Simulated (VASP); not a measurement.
Energy against volume of KZnF3 (cubic perovskite). All values below come from optB88-vdW, VASP's PBE PAW potentials (set 64) (plane waves; VASP).

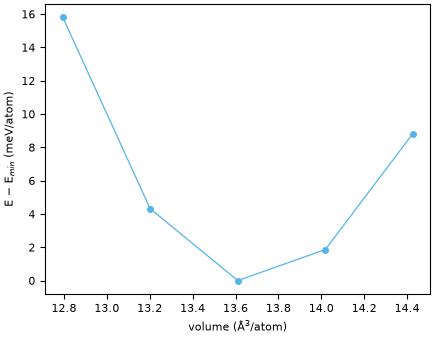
Figure: Energy against volume

### Question
Estimate the equilibrium volume and the bulk modulus.

### Answer
The minimum lies near 13.7 Å³/atom, and the curvature gives B0 of about 78 GPa.

The compound is KZnF3 in the cubic perovskite structure. It was relaxed first.
